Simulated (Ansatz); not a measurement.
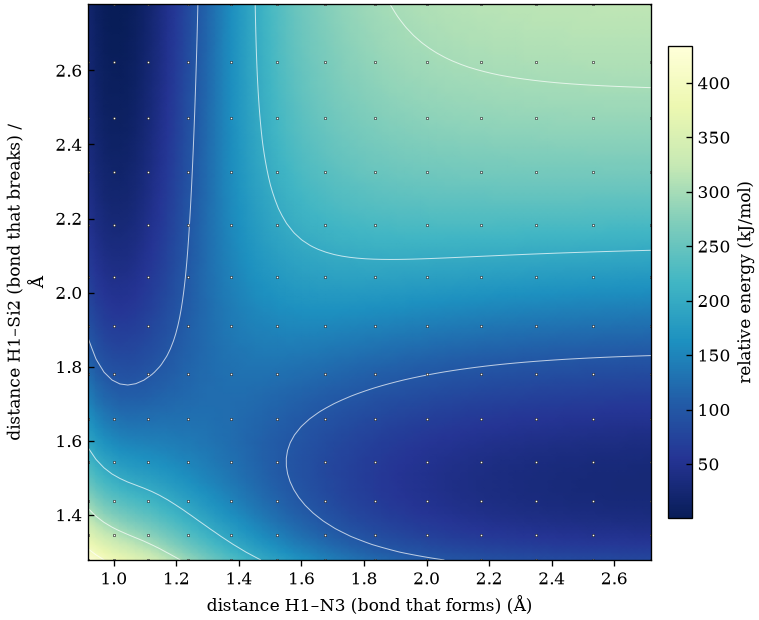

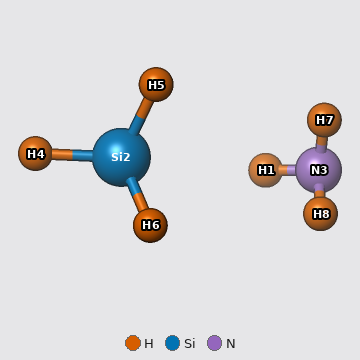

Energy landscape of the reacting system H6NSi (fragments H₄Si + H₂N where the first distance is long, H₃N + H₃Si where the second is long), spin multiplicity 2. First axis: distance H1–N3 (bond that forms). Second axis: distance H1–Si2 (bond that breaks). Relaxed at each point: all other coordinates. Grid: 13 × 13 points. Points are written as (first, second). All energies are given in kJ/mol relative to the lowest grid point. In part of the range the unrestricted reference is strongly spin-contaminated. Theory: UHF/def2-SVP (Ansatz).

In the figure: a smooth colour map with a few white contour lines, dots at the grid points. Between grid points the surface is interpolated. The second picture is the structure at the lowest point.

### Where are the wells?

The lowest grid point is at (0.999 Å, 2.778 Å). It lies in a valley that leaves the map towards separated partners. The highest grid point, (0.918 Å, 1.278 Å), lies 434 kJ/mol above the lowest. On the interpolated surface the lowest path from the side where the first distance is long, about (2.72 Å, 1.49 Å), to the side where the second distance is long, about (1.02 Å, 2.78 Å), has its top at about (1.34 Å, 1.71 Å), about 97.4 kJ/mol above the start and 125 kJ/mol above the end.

The values on the grid:

```
second ↓, first →  0.918  0.999  1.110  1.236  1.374  1.521  1.675  1.836  2.002  2.174  2.351  2.532  2.718
            2.778     22      0     21     82    159    231    273    296    307    313    317    318    319
            2.623     26      4     24     85    160    226    265    286    297    302    305    307    307
            2.472     32     10     29     88    159    219    254    272    281    285    288    289    289
            2.325     40     18     37     93    157    208    237    251    258    261    262    262    262
            2.182     53     29     46     97    153    194    214    223    226    226    225    224    223
            2.043     70     45     59    103    146    174    185    187    185    182    179    176    174
            1.909     93     66     76    108    137    151    152    147    141    136    132    129    127
            1.780    125     95     98    116    128    128    120    110    101     94     89     86     84
            1.658    166    133    127    128    124    111     95     80     69     61     56     53     51
            1.543    219    181    165    150    129    105     82     64     51     42     36     33     31
            1.438    284    243    216    184    149    115     87     66     51     41     35     32     30
            1.345    362    317    281    235    188    146    112     88     72     61     55     51     49
            1.278    434    386    345    289    233    185    148    122    104     93     86     82     80
```

The input of one point:

```yaml
crystal:
  periodic: [false, false, false]
  atoms:
    - { symbol: H, position_ang: [-0.215912, -0.203412, -1.366582] }
    - { symbol: Si, position_ang: [-0.368226, 1.083522, 1.090629] }
    - { symbol: "N", position_ang: [0.225659, -1.062588, -1.621205] }
    - { symbol: H, position_ang: [-0.811059, 2.200162, 1.956591] }
    - { symbol: H, position_ang: [1.101861, 0.982968, 0.946221] }
    - { symbol: H, position_ang: [-0.957122, -0.225924, 1.452117] }
    - { symbol: H, position_ang: [1.20228, -0.982663, -1.397963] }
    - { symbol: H, position_ang: [-0.177577, -1.792063, -1.059707] }
magnetization:
  spin_polarized: true
  initial_magnetization: 1
basis:
  gaussian: { orbitals: def2-SVP }
hamiltonian:
  xc: hf
output:
  forces: true
relax:
  f_tol: 0.02
  max_steps: 50
  escape_saddle: false
  constraints: [{ distance: [0, 2] }, { distance: [0, 1] }]
```

Time for the 169 points that were run: 11 min on 1 thread of Arm Neoverse V2, on a shared host.
